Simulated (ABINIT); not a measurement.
**Beyond one shot: WS2 (Tungstenite)**

Wanted: G0W0 and self-consistent gaps of WS2 (Tungstenite), with the cost of the cycles.

Program: ABINIT 10.8.3. Level of theory: PBE and many-body steps on it, plane waves. Results are calculated unless marked as measured.

### 1. The structure

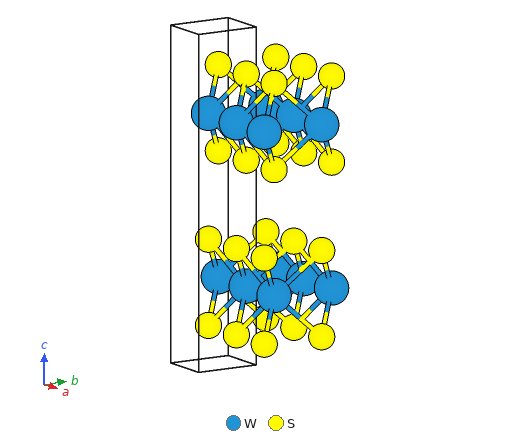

The starting structure, seen slightly off an axis (tungsten blue, sulfur yellow). 3×2×1 cells are drawn.

The cell and positions come from the Crystallography Open Database and are kept as given unless a step says otherwise. Spin-orbit coupling is left out unless a step names it.

### 2. Empty states on the mesh, 6×6×1 mesh, 232 bands

This step: ABINIT 10.8.3; DFT, PBE, plane waves, norm-conserving pseudopotentials.

The sums over transitions need many empty states on a uniform mesh; this step solves for them.

Input file run.abi:

```
acell 3*1.0 Angstrom
rprim 
  3.153199999992 0.000000000002 0.000000000000
  -1.576599999998 2.730751303206 0.000000000000
  0.000000000000 0.000000000000 12.323000000000
ntypat 2
znucl 74 16
natom 6
typat 1 1 2 2 2 2
xred 
  0.333333333333 0.666666666667 0.250000000000
  0.666666666667 0.333333333333 0.750000000000
  0.333333333333 0.666666666667 0.622500000000
  0.666666666667 0.333333333333 0.122500000000
  0.333333333333 0.666666666667 0.877500000000
  0.666666666667 0.333333333333 0.377500000000
pp_dirpath "pseudos"
pseudos "W.upf, S.upf"
ecut 31
ngkpt 6 6 1
nshiftk 1
shiftk 0 0 0
kptopt 1
chksymbreak 0
irdden 1
istwfk *1
nband 232
prtvol 0
optdriver 6
gwr_task "HDIAGO"
paral_kgb 0
occopt 1
indata_prefix "in"
outdata_prefix "out"
tmpdata_prefix "tmp"
```

Command:

```bash
> OMP_NUM_THREADS=1 mpirun -n 8 abinit run.abi > log
```

Output:

```text
.Version 10.8.3 of ABINIT. v10.8.2 released Aug 2026.

 Symmetries : space group P6_3/m m c (#194); Bravais hP (primitive hexag.)
[... echo of the input left out ...]
== DATASET  1 ==================================================================
-   mpi_nproc: 8, omp_nthreads: 1 (-1 if OMP is not activated)

--- !DatasetInfo
iteration_state: {dtset: 1, }
dimensions: {natom: 6, nkpt: 7, mband: 232, nsppol: 1, nspinor: 1, nspden: 1, mpw: 5929, }
cutoff_energies: {ecut:  31.0, pawecutdg:  -1.0, }
[...]
Indirect band gap semiconductor
 Fundamental gap:     0.981 (eV)
   VBM:     9.509 (eV) at k: [ 0.0000E+00,  0.0000E+00,  0.0000E+00]
   CBM:    10.490 (eV) at k: [ 1.6667E-01,  1.6667E-01,  0.0000E+00]
 Direct gap:         1.837 (eV) at k: [ 3.3333E-01,  3.3333E-01,  0.0000E+00]

== END DATASET(S) ==============================================================
================================================================================

 -outvars: echo values of variables after computation  --------
           etotal      0.0000000000E+00
            nband         232
             nkpt           7
          spgroup         194
 [... the other variables as echoed above ...]

 Calculation completed.
```

Elapsed: 2.4 min, on 8 MPI ranks of Arm Neoverse V1, shared host; peak memory 14 GiB; 19 min of CPU time.

Numbers from this step:

```yaml
gap: 0.9806 eV
k_of_the_valence_top: 0, 0, 0
k_of_the_conduction_bottom: 0.1667, 0.1667, 0
least_direct_gap: 1.837 eV
k_points_computed: 7
lowest_point_of_the_top_converged_band_above_the_valence_top: 73.4007 eV
```

On this mesh the gap is 0.981 eV.

The density comes from a self-consistent run that is not shown.

### 3. Screening, 6×6×1 mesh, 224 bands, screening to 130.6 eV

The RPA dielectric matrix is built and inverted for each q.

This step: RPA screening on PBE, plane waves, norm-conserving pseudopotentials.

Edit run.abi of step 2 so:

```diff
@@ -24,10 +24,11 @@
 chksymbreak 0
-irdden 1
 istwfk *1
-nband 232
-prtvol 0
-optdriver 6
-gwr_task "HDIAGO"
-paral_kgb 0
 occopt 1
+irdwfk 1
+optdriver 3
+nband 224
+ecuteps 4.8
+inclvkb 2
+awtr 1
+symchi 1
 indata_prefix "in"
```

Output:

```text
.Version 10.8.3 of ABINIT. v10.8.2 released Aug 2026.

 Symmetries : space group P6_3/m m c (#194); Bravais hP (primitive hexag.)
[... echo of the input left out ...]
== DATASET  1 ==================================================================
-   mpi_nproc: 8, omp_nthreads: 1 (-1 if OMP is not activated)

--- !DatasetInfo
iteration_state: {dtset: 1, }
dimensions: {natom: 6, nkpt: 7, mband: 224, nsppol: 1, nspinor: 1, nspden: 1, mpw: 5929, }
cutoff_energies: {ecut:  31.0, pawecutdg:  -1.0, }
electrons: {nelect:   5.20000000E+01, charge:   0.00000000E+00, occopt:   1.00000000E+00, tsmear:   1.00000000E-02, }

 SCREENING: Calculation of the susceptibility and dielectric matrices

 Based on a program developped by R.W. Godby, V. Olevano, G. Onida, and L. Reining.
 Incorporated in ABINIT by V. Olevano, G.-M. Rignanese, and M. Torrent.
.Using double precision arithmetic ; gwpc =  8

[... cell and pseudopotentials left out ...]
--------------------------------------------------------------------------------

 ==== K-mesh for the wavefunctions ====
 Number of points in the irreducible wedge :     7
[... list of points left out ...]
 Together with 24 symmetry operations and time-reversal symmetry
 yields    36 points in the full Brillouin Zone.

 ==== Q-mesh for the screening function ====
 Number of points in the irreducible wedge :     7
[... list of points left out ...]
 Together with 24 symmetry operations and time-reversal symmetry
 yields    36 points in the full Brillouin Zone.

 setmesh: FFT mesh size selected  =    20x   20x   90
          total number of points  =        36000

 vcoul_init : cutoff-mode = AUXILIARY_FUNCTION
 q-points for optical limit:   1
     1)      0.000010    0.000020    0.000030

- screening: taking advantage of time-reversal symmetry
- Maximum band index for partially occupied states nbvw = 26
- Remaining bands to be divided among processors   nbcw = 198
- Number of bands treated by each node ~24

 Number of electrons calculated from density =   52.0000; Expected =   52.0000
 average of density, n =  0.072620
 r_s =    1.4869
 omega_plasma =   25.9946 [eV]

 calculating chi0 at frequencies [eV] :
  1    0.000000E+00    0.000000E+00
  2    0.000000E+00    2.599465E+01

--------------------------------------------------------------------------------
  q-point number  1        q = ( 0.000000, 0.000000, 0.000000) [r.l.u.]
--------------------------------------------------------------------------------
[... chi0 elements left out ...]
 For q-point:  0.000010 0.000020 0.000030
  dielectric constant =  13.5656
  dielectric constant without local fields =  15.0811

  Average fulfillment of the sum rule on Im[epsilon] for q-point    1 :     87.66  [%]
[... wings left out ...]
  q-point number  2        q = ( 0.166667, 0.000000, 0.000000) [r.l.u.]
--------------------------------------------------------------------------------
[... chi0 elements left out ...]
  Average fulfillment of the sum rule on Im[epsilon] for q-point    2 :     89.56  [%]

 [... 5 further q-points ...]
```

It took 1.8 min on 8 MPI ranks; peak memory 3 GiB; 15 min of CPU time.

This step gave:

```yaml
eps_infinity_with_local_fields_on_this_mesh_along_the_program_s_q_direction: 13.57
the_same_without_local_fields: 15.08
plasma_frequency: 25.99 eV
plane_waves_in_the_screening_matrix: 341
```

Local fields lower ε∞ by 10 %. On a Γ-centred mesh this coarse the value itself is usually too large, while a short band sum pulls it down.

### 4. G0W0

The self-energy is evaluated for the states that the input lists, and the levels follow from it, in one-shot runs by the linearised quasiparticle equation.

This step: G0W0 on PBE, plane waves, norm-conserving pseudopotentials.

Edit run.abi of step 3 so:

```diff
@@ -27,8 +27,19 @@
 irdwfk 1
-optdriver 3
+optdriver 4
 nband 224
+gwcalctyp 0
+ecutsigx 31
+symsigma 1
+nkptgw 3
+kptgw 
+  0.0000000000 0.0000000000 0.0000000000
+  0.1666666667 0.1666666667 0.0000000000
+  0.3333333333 0.3333333333 0.0000000000
+bdgw 
+  25 28
+  25 28
+  25 28
 ecuteps 4.8
-inclvkb 2
-awtr 1
-symchi 1
+irdscr 1
+ppmodel 1
 indata_prefix "in"
```

Output:

```text
.Version 10.8.3 of ABINIT. v10.8.2 released Aug 2026.

 Symmetries : space group P6_3/m m c (#194); Bravais hP (primitive hexag.)
[... echo of the input left out ...]
== DATASET  1 ==================================================================
-   mpi_nproc: 8, omp_nthreads: 1 (-1 if OMP is not activated)

--- !DatasetInfo
iteration_state: {dtset: 1, }
dimensions: {natom: 6, nkpt: 7, mband: 224, nsppol: 1, nspinor: 1, nspden: 1, mpw: 5929, }
cutoff_energies: {ecut:  31.0, pawecutdg:  -1.0, }
electrons: {nelect:   5.20000000E+01, charge:   0.00000000E+00, occopt:   1.00000000E+00, tsmear:   1.00000000E-02, }

 SIGMA: Calculation of the GW corrections

 Based on a program developped by R.W. Godby, V. Olevano, G. Onida, and L. Reining.
 Incorporated in ABINIT by V. Olevano, G.-M. Rignanese, and M. Torrent.
.Using double precision arithmetic ; gwpc =  8

[... cell and pseudopotentials left out ...]
--------------------------------------------------------------------------------

 ==== K-mesh for the wavefunctions ====
 Number of points in the irreducible wedge :     7
[... list of points left out ...]
 Together with 24 symmetry operations and time-reversal symmetry
 yields    36 points in the full Brillouin Zone.

 ==== Q-mesh for screening function ====
 Number of points in the irreducible wedge :     7
[... list of points left out ...]
 Together with 24 symmetry operations and time-reversal symmetry
 yields    36 points in the full Brillouin Zone.

 vcoul_init : cutoff-mode = AUXILIARY_FUNCTION
 q-points for optical limit:   1
     1)      0.000010    0.000020    0.000030
 setmesh: FFT mesh size selected  =    25x   25x  120
          total number of points  =        75000

 Number of electrons calculated from density =   52.0000; Expected =   52.0000
 average of density, n =  0.072620
 r_s =    1.4869
 omega_plasma =   25.9946 [eV]

 === KS Band Gaps ===
  >>>> For spin  1
   Minimum direct gap =   1.8369 [eV], located at k-point      :   0.3333  0.3333  0.0000
   Fundamental gap    =   0.9806 [eV], Top of valence bands at :   0.0000  0.0000  0.0000
                                       Bottom of conduction at :   0.1667  0.1667  0.0000
 SIGMA fundamental parameters:
 PLASMON POLE MODEL  1
 number of plane-waves for SigmaX                 5885
 number of plane-waves for SigmaC and W            341
 number of plane-waves for wavefunctions          5885
 number of bands                                   224
 number of independent spin polarizations            1
 number of spinorial components                      1
 number of k-points in IBZ                           7
 number of q-points in IBZ                           7
 number of symmetry operations                      24
 number of k-points in BZ                           36
 number of q-points in BZ                           36
 number of frequencies for dSigma/dE                 9
 frequency step for dSigma/dE [eV]                0.25
 number of omega for Sigma on real axis              0
 max omega for Sigma on real axis  [eV]           0.00
 zcut for avoiding poles [eV]                     0.10

 EPSILON^-1 parameters (SCR file):
 dimension of the eps^-1 matrix on file            341
 dimension of the eps^-1 matrix used               341
 number of plane-waves for wavefunctions          5885
 number of bands                                   224
 number of q-points in IBZ                           7
 number of frequencies                               2
 number of real frequencies                          1
 number of imag frequencies                          1

 matrix elements of self-energy operator (all in [eV])

 Perturbative Calculation

--- !SelfEnergy_ee
iteration_state: {dtset: 1, }
kpoint     : [   0.000,    0.000,    0.000, ]
spin       : 1
KS_gap     :    2.311
QP_gap     :    2.748
Delta_QP_KS:    0.438
data: !SigmaeeData |
     Band     E0 <VxcDFT>   SigX SigC(E0)      Z dSigC/dE  Sig(E)    E-E0       E
       25   8.288 -14.458 -15.573   1.100   0.789  -0.268 -14.469  -0.012   8.276
       26   9.509 -15.590 -16.105   0.620   0.786  -0.272 -15.507   0.082   9.591
       27  11.820 -15.225 -10.553  -4.013   0.789  -0.267 -14.705   0.520  12.340
       28  11.820 -15.225 -10.553  -4.013   0.789  -0.267 -14.705   0.520  12.340

--- !SelfEnergy_ee
iteration_state: {dtset: 1, }
kpoint     : [   0.167,    0.167,    0.000, ]
spin       : 1
KS_gap     :    2.486
QP_gap     :    2.846
Delta_QP_KS:    0.361
data: !SigmaeeData |
     Band     E0 <VxcDFT>   SigX SigC(E0)      Z dSigC/dE  Sig(E)    E-E0       E
       25   7.976 -15.191 -16.569   1.387   0.785  -0.274 -15.184   0.007   7.983
       26   8.004 -15.258 -16.559   1.349   0.784  -0.275 -15.220   0.038   8.042
[...]
--- !SelfEnergy_ee
iteration_state: {dtset: 1, }
kpoint     : [   0.333,    0.333,    0.000, ]
spin       : 1
KS_gap     :    1.837
QP_gap     :    2.408
Delta_QP_KS:    0.571
data: !SigmaeeData |
     Band     E0 <VxcDFT>   SigX SigC(E0)      Z dSigC/dE  Sig(E)    E-E0       E
[...]
26   8.977 -15.421 -15.957   0.647   0.789  -0.268 -15.334   0.087   9.064
       27  10.814 -16.363 -11.961  -3.570   0.790  -0.265 -15.705   0.658  11.472
       28  10.814 -16.363 -11.961  -3.570   0.790  -0.265 -15.705   0.658  11.472

== END DATASET(S) ==============================================================
================================================================================

 -outvars: echo values of variables after computation  --------
           etotal      0.0000000000E+00
            nband         224
             nkpt           7
          spgroup         194
 [... the other variables as echoed above ...]

 Calculation completed.
```

Elapsed: 30 s, on 8 MPI ranks; peak memory 2.1 GiB; 3.9 min of CPU time.

Numbers from this step:

```yaml
g0w0_gap_on_the_points_computed: 1.297 eV
starting_gap_on_the_mesh: 0.9806 eV
k_of_the_valence_top: 0, 0, 0
k_of_the_conduction_bottom: 0.1667, 0.1667, 0
z_at_the_valence_top: 0.786
z_at_the_conduction_bottom: 0.795
least_direct_g0w0_gap_on_the_computed_points: 2.408 eV
```

The gap on the mesh goes from 0.98 eV to 1.30 eV, a correction of +0.32 eV.

### 5. evGW0, cycle 1

This step: evGW0 on PBE, plane waves, norm-conserving pseudopotentials.

Edit run.abi of step 4 so:

```diff
@@ -29,14 +29,22 @@
 nband 224
-gwcalctyp 0
+gwcalctyp 10
 ecutsigx 31
 symsigma 1
-nkptgw 3
+nkptgw 7
 kptgw 
   0.0000000000 0.0000000000 0.0000000000
+  0.1666666667 0.0000000000 0.0000000000
+  0.3333333333 0.0000000000 0.0000000000
+  0.5000000000 0.0000000000 0.0000000000
   0.1666666667 0.1666666667 0.0000000000
+  0.3333333333 0.1666666667 0.0000000000
   0.3333333333 0.3333333333 0.0000000000
 bdgw 
-  25 28
-  25 28
-  25 28
+  13 32
+  13 32
+  13 32
+  13 32
+  13 32
+  13 32
+  13 32
 ecuteps 4.8
```

Output:

```text
.Version 10.8.3 of ABINIT. v10.8.2 released Aug 2026.

 Symmetries : space group P6_3/m m c (#194); Bravais hP (primitive hexag.)
[... echo of the input left out ...]
== DATASET  1 ==================================================================
-   mpi_nproc: 8, omp_nthreads: 1 (-1 if OMP is not activated)

--- !DatasetInfo
iteration_state: {dtset: 1, }
dimensions: {natom: 6, nkpt: 7, mband: 224, nsppol: 1, nspinor: 1, nspden: 1, mpw: 5929, }
cutoff_energies: {ecut:  31.0, pawecutdg:  -1.0, }
electrons: {nelect:   5.20000000E+01, charge:   0.00000000E+00, occopt:   1.00000000E+00, tsmear:   1.00000000E-02, }

 SIGMA: Calculation of the GW corrections

 Based on a program developped by R.W. Godby, V. Olevano, G. Onida, and L. Reining.
 Incorporated in ABINIT by V. Olevano, G.-M. Rignanese, and M. Torrent.
.Using double precision arithmetic ; gwpc =  8

[... cell and pseudopotentials left out ...]
--------------------------------------------------------------------------------

 ==== K-mesh for the wavefunctions ====
 Number of points in the irreducible wedge :     7
[... list of points left out ...]
 Together with 24 symmetry operations and time-reversal symmetry
 yields    36 points in the full Brillouin Zone.

 ==== Q-mesh for screening function ====
 Number of points in the irreducible wedge :     7
[... list of points left out ...]
 Together with 24 symmetry operations and time-reversal symmetry
 yields    36 points in the full Brillouin Zone.

 vcoul_init : cutoff-mode = AUXILIARY_FUNCTION
 q-points for optical limit:   1
     1)      0.000010    0.000020    0.000030
 setmesh: FFT mesh size selected  =    25x   25x  120
          total number of points  =        75000

 Number of electrons calculated from density =   52.0000; Expected =   52.0000
[...]
Band     E_DFT   <VxcDFT>   E(N-1)  <Hhartree>   SigX  SigC[E(N-1)]    Z     dSigC/dE  Sig[E(N)]  DeltaE  E(N)_pert E(N)_diago
[...]
--- !SelfEnergy_ee
iteration_state: {dtset: 1, }
kpoint     : [   0.333,    0.333,    0.000, ]
spin       : 1
KS_gap     :    1.837
QP_gap     :    2.408
Delta_QP_KS:    0.571
data: !SigmaeeData |
     Band     E_DFT   <VxcDFT>   E(N-1)  <Hhartree>   SigX  SigC[E(N-1)]    Z     dSigC/dE  Sig[E(N)]  DeltaE  E(N)_pert E(N)_diago
[...]
31    12.854   -15.901    12.854    28.754   -10.432    -4.672     0.785    -0.274   -15.275     0.626    13.479    13.651
       32    12.854   -15.901    12.854    28.754   -10.432    -4.672     0.785    -0.274   -15.275     0.626    13.479    13.651

 New Fermi energy :        3.786033E-01 Ha ,    1.030232E+01 eV

 === QP Band Gaps ===
  >>>> For spin  1
   Minimum direct gap =   2.5595 [eV], located at k-point      :   0.3333  0.3333  0.0000
   Fundamental gap    =   1.3775 [eV], Top of valence bands at :   0.0000  0.0000  0.0000
                                       Bottom of conduction at :   0.1667  0.1667  0.0000

 writing QP data on file : out_QPS

 Convergence of QP corrections
 >>>>> For spin  1 <<<<<
.  kptgw no:  1; Maximum DeltaE = (   0.000   0.000) for band index:  3
.  kptgw no:  2; Maximum DeltaE = (  -0.144   0.000) for band index: 20
.  kptgw no:  3; Maximum DeltaE = (  -0.463   0.001) for band index: 17
.  kptgw no:  4; Maximum DeltaE = (  -0.528  -0.003) for band index: 15
.  kptgw no:  5; Maximum DeltaE = (  -0.287  -0.001) for band index: 20
.  kptgw no:  6; Maximum DeltaE = (  -0.360   0.001) for band index: 18
.  kptgw no:  7; Maximum DeltaE = (  -0.502  -0.001) for band index: 18

== END DATASET(S) ==============================================================
================================================================================

 -outvars: echo values of variables after computation  --------
           etotal      0.0000000000E+00
            nband         224
             nkpt           7
          spgroup         194
 [... the other variables as echoed above ...]

 Calculation completed.
```

Elapsed: 7.2 min, on 8 MPI ranks; peak memory 3.3 GiB; 58 min of CPU time.

Numbers from this step:

```
quasiparticle gap on the mesh                         : 1.377 eV
gap of the density functional on the mesh             : 0.9806 eV
k of the valence top                                  : 0, 0, 0
k of the conduction bottom                            : 0.1667, 0.1667, 0
Z at the valence top                                  : 0.786
Z at the conduction bottom                            : 0.795
least direct quasiparticle gap on the computed points : 2.560 eV
```

Against G0W0 in ABINIT (6×6×1 mesh, 224 bands, screening to 130.6 eV, Godby-Needs plasmon pole), the gap moves by +0.080 eV. This first cycle still uses the starting levels; it takes the full correction, at all points of the mesh, and its linearised value is 1.297 eV.

### 6. evGW0, cycle 2

The corrected levels of the last cycle go back in.

Edit run.abi of step 5 so:

```diff
@@ -52,2 +52,3 @@
 ppmodel 1
+irdqps 1
 indata_prefix "in"
```

Output:

```text
.Version 10.8.3 of ABINIT. v10.8.2 released Aug 2026.

 Symmetries : space group P6_3/m m c (#194); Bravais hP (primitive hexag.)
[... echo of the input left out ...]
== DATASET  1 ==================================================================
-   mpi_nproc: 8, omp_nthreads: 1 (-1 if OMP is not activated)

--- !DatasetInfo
iteration_state: {dtset: 1, }
dimensions: {natom: 6, nkpt: 7, mband: 224, nsppol: 1, nspinor: 1, nspden: 1, mpw: 5929, }
cutoff_energies: {ecut:  31.0, pawecutdg:  -1.0, }
[...]
.  kptgw no:  5; Maximum DeltaE = (   0.023  -0.000) for band index: 20
.  kptgw no:  6; Maximum DeltaE = (   0.043  -0.000) for band index: 20
.  kptgw no:  7; Maximum DeltaE = (   0.068  -0.000) for band index: 18

== END DATASET(S) ==============================================================
================================================================================

 -outvars: echo values of variables after computation  --------
           etotal      0.0000000000E+00
            nband         224
             nkpt           7
          spgroup         194
 [... the other variables as echoed above ...]

 Calculation completed.
```

It took 7.2 min on 8 MPI ranks; peak memory 3.3 GiB.

Numbers from this step:

```yaml
quasiparticle_gap_on_the_mesh: 1.325 eV
gap_of_the_density_functional_on_the_mesh: 0.9806 eV
k_of_the_valence_top: 0, 0, 0
k_of_the_conduction_bottom: 0.1667, 0.1667, 0
least_direct_quasiparticle_gap_on_the_computed_points: 2.446 eV
```

Against the cycle before, the gap moves by −0.052 eV.

(Part 1 of 2 ends here.)

[Paths, hosts, dates, memory and timing lines, banners, echoed tables and standing remarks are left out of the program output.]

[Logs are printed without paths, hosts, clocks, repeated set-up lines and the standing remarks that a program may print on its own settings, such as how far it seeks lower states.]

[Runs of the session that timed out or met a known fault of the program may be left out.]

[Hosts, paths, dates, database ids (printed as entryN), source tags and the programs' standing remarks are cut or masked in the printed files.]

[G0W0 gaps are taken among the corrected bands and points alone; a level outside them can change the order at an edge.]

[Where Ansatz stands beside ABINIT at settings called matched, ABINIT's density can come from a denser mesh and the files from another edition; pairs whose starting gaps differed by over 0.03 eV were left out, so agreement reads better than it is.]
